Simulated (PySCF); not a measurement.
F2Hf (charge +2)

Input file:

```
mol = gto.M(atom='''
Hf    -0.00000     0.00000    -0.38526
F      1.39190    -0.00000     0.75299
F     -1.39190     0.00000     0.75299''',
    basis={'Hf': 'def2-SVP', 'F': 'def2-SVP'},
    ecp={'Hf': 'def2-SVP'},
    charge=2, spin=0)
mf = dft.RKS(mol, xc='PBE0')
mf.grids.atom_grid = (75, 302)  # f atoms: at least (60, 302), unpruned
mf = mf.density_fit()  # Hf def2-universal-JKFIT, F def2-universal-JKFIT
mf.conv_tol = 1e-09; mf.max_cycle = 55
mf.kernel(dm0)
```

Command:

```sh
OMP_NUM_THREADS=2 python run.py
```

Core potentials replace the inner electrons of Hf.

Computed with RKS PBE0, Hf def2-SVP with ECP60, F def2-SVP; non-relativistic Hamiltonian with scalar-relativistic core potentials where named; density fitting (PySCF).

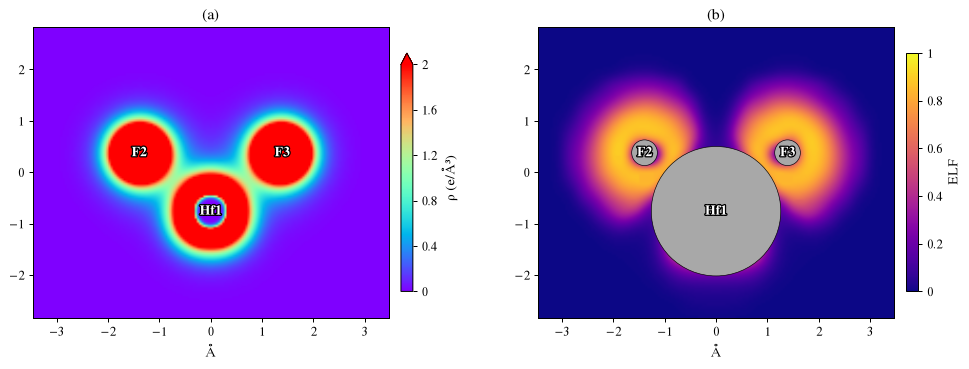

Figure 1. (a) electron density; (b) ELF on the molecular plane. Grey discs cover the atomic cores in the ELF map.

What does the map show?

Atoms in the plane: Hf and F.
Hf–F (1.80 Å): ρ is about 1.2 e/Å³ halfway; the ELF peaks at about 0.80 in the valence shell of F, 0.5 Å from its nucleus, and drops to about 0.30 between the two atoms.

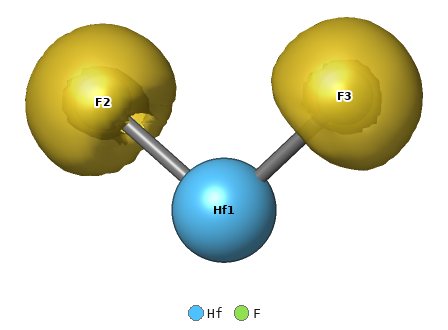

Figure 2. Isosurface of the electron localisation function at 0.75 (yellow), seen at a tilt. Only the valence region is drawn (cores and ρ < 0.01 e/Å³ removed).

What do the ELF domains correspond to?

The ELF exceeds this value in two regions wrapped around F (the valence shell of each).

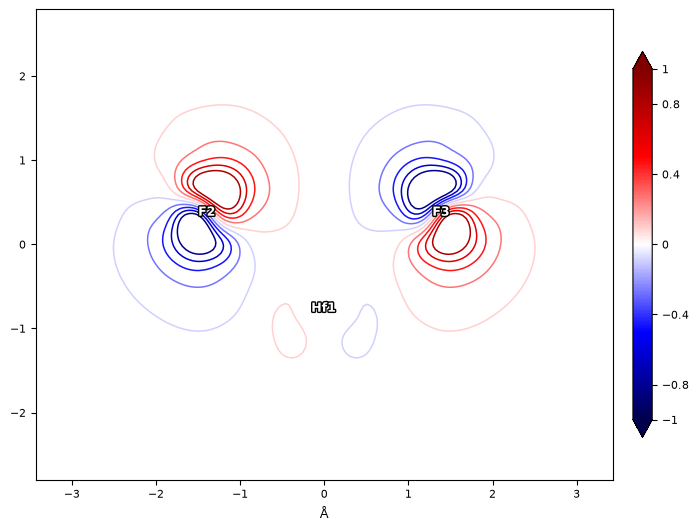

Figure 3. The HOMO on the molecular plane (values in Å⁻³ᐟ²; the overall sign is arbitrary).

What is the character of this orbital?

It lies mainly on F2 (about 45 %) and F3 (about 45 %); it is symmetric in the molecular plane (an in-plane orbital: σ, lone-pair or in-plane π type); largely a combination of lone pairs on F2 and F3. Its energy is −25.14 eV.
